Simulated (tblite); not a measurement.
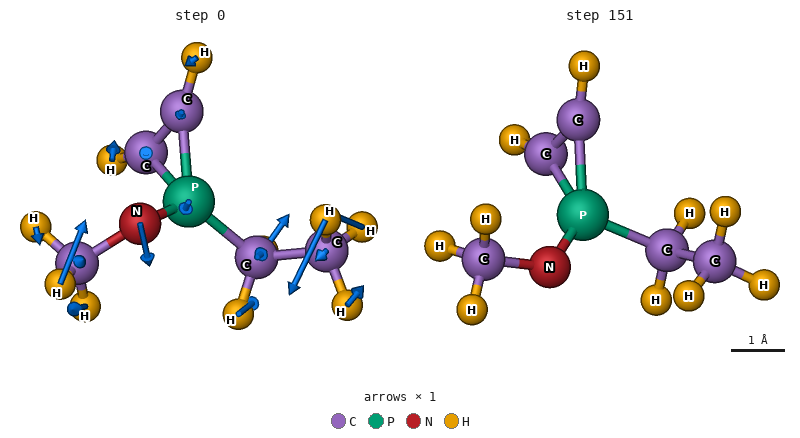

The structure of C₅H₁₀NP before (left) and after (right) a relaxation, at one scale. The blue arrows give the displacements, at their true length.

A ball-and-stick model, seen at a tilt.

These are results of GFN2-xTB geometry optimisation, gas phase (tblite), not measurements. 

Question: Summarise the run.

Answer: The energy falls by 115.8 kJ/mol in 151 geometry steps. The largest move after the best rigid fit is that of an H atom, 1.63 Å. By element the largest moves are H 1.63 Å, N 1.03 Å, P 0.52 Å, C 0.44 Å. Among the contacts that change: C–H 1.142 → 1.092 Å, C–P 1.780 → 1.822 Å, C–H 1.111 → 1.075 Å, C–C 1.490 → 1.521 Å. Bond angles that change, for instance: N–P–C 114.4° → 133.6°, N–P–C 114.7° → 133.4°, C–C–H 151.6° → 136.5°. Groups turn about C–N by about 125°, N–P by about 85°, C–C by about 45°.
